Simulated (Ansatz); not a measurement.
# InH₃+ (doublet): trial inputs and their diagnosis at distance In1–H3 = 2.667 Å

3 inputs are run for InH₃+ (doublet) as typed; the log has to tell whether the result can be used and what must change.

Computed with Ansatz 0.2.0, Gaussian basis. Level: the settings change from run to run.

39 further runs of the same task are left out: 21 for a known fault of the program, 15 that didn't finish, 3 set aside as unsound or not needed.

### Step 1. What is computed

The geometry derives from a PBE0/def2-TZVP stationary point (not a proven minimum). One bond is set to the value named and the two fragments are kept rigid. No spin-orbit coupling is included. Elements past krypton take def2 core potentials.

4 atoms, charge 1, spin multiplicity 2.

Atoms are counted from 1 here; the program's logs count them from 0.

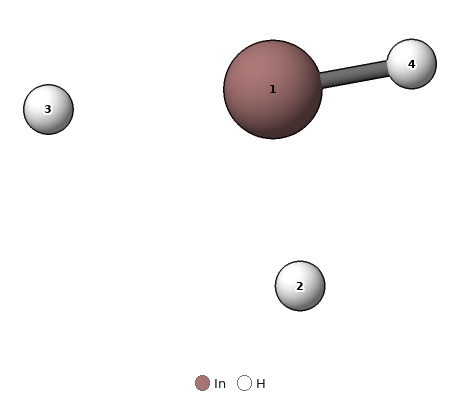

The structure; indium brown, hydrogen white; atoms are numbered from 1 in the order of the file.

### Step 2. Attempt 1

The input, in.yaml:

```yaml
crystal:
  periodic: [false, false, false]
  atoms:
    - {symbol: In, position_ang: [0.000000, -0.018148, 0.009069]}
    - {symbol: H, position_ang: [0.000000, 2.333691, -0.059919]}
    - {symbol: H, position_ang: [0.000000, -0.218751, -2.650376]}
    - {symbol: H, position_ang: [0.000000, -0.047694, 1.677191]}
basis:
  gaussian: {orbitals: def2-SVP}
total_charge: 1
magnetization: {spin_polarized: false, initial_magnetization: 1}
hamiltonian: {pseudopotentials: {relativity: scalar}}
correlation: {method: fic_mrcisd_q, electrons: outside_noble_gas}
scf: {lower_state_search: off}
output: {forces: true}
```

Launch:

```sh
> ansatz run in.yaml --threads 1 --pin off --events-out ev --progress --plain --max-ram 2393MiB
```

Log:

```text
Error: this correlation method needs an active space: name one as the reference
```

It took 0.03 s on 1 thread of Intel Xeon 6975P-C, shared host.

**Diagnosis.** The run was refused. This method needs an active space and has none. To mend it, add an active_space block.

### Step 3. Attempt 2

The input, in.yaml:

```yaml
crystal:
  periodic: [false, false, false]
  atoms:
    - {symbol: In, position_ang: [0.000000, -0.018148, 0.009069]}
    - {symbol: H, position_ang: [0.000000, 2.333691, -0.059919]}
    - {symbol: H, position_ang: [0.000000, -0.218751, -2.650376]}
    - {symbol: H, position_ang: [0.000000, -0.047694, 1.677191]}
basis:
  gaussian: {orbitals: def2-SVP}
total_charge: 1
magnetization: {spin_polarized: false, initial_magnetization: 1}
hamiltonian: {xc: pbe0}
correlation: {active_space: {window: {electrons: 3, orbitals: 3}}}
```

Launched as before.

Log:

```text
Error: invalid value for `correlation.active_space`: it starts from restricted Hartree–Fock orbitals; set hamiltonian.xc: hf without magnetization.spin_polarized
```

Run time: 0.03 s. Hardware: 1 thread of Intel Xeon 6975P-C, shared host.

Diagnosis: The run was refused. An active space is asked on a functional's orbitals. To mend it, start from Hartree-Fock.

### Step 4. Attempt 3

The input, in.yaml:

```yaml
crystal:
  periodic: [false, false, false]
  atoms:
    - {symbol: In, position_ang: [0.000000, -0.018148, 0.009069]}
    - {symbol: H, position_ang: [0.000000, 2.333691, -0.059919]}
    - {symbol: H, position_ang: [0.000000, -0.218751, -2.650376]}
    - {symbol: H, position_ang: [0.000000, -0.047694, 1.677191]}
basis:
  gaussian: {orbitals: def2-TZVP}
total_charge: 1
magnetization: {spin_polarized: false, initial_magnetization: 1}
correlation: {method: mp2, frozen_orbitals: {In: 20}}
```

Same command.

Log:

```text
Functional definition: HF
  name "HF"
  cite "Fock, Z. Phys. 61, 126 (1930) doi:10.1007/BF01340294"
  parent pbe
  exchange = exact_x
  correlation = 0
Error: "frozen_orbitals" has no count for H
```

Wall time 0.06 s (1 thread of Intel Xeon 6975P-C, shared host).

**Diagnosis.** The run was refused. The frozen-orbital counts are incomplete or too large. To mend it, leave frozen_orbitals out, or give each element a count that its core has.

### Step 5. How the runs ended

```
attempt                    level    ended                                                  cause    time
      1  'fic_mrcisd_q'/def2-SVP  refused         this method needs an active space and has none  0.03 s
      2     CASSCF(3,3)/def2-SVP  refused    an active space is asked on a functional's orbitals  0.03 s
      3    MP2 on ROHF/def2-TZVP  refused  the frozen-orbital counts are incomplete or too large  0.06 s
```

3 refused.
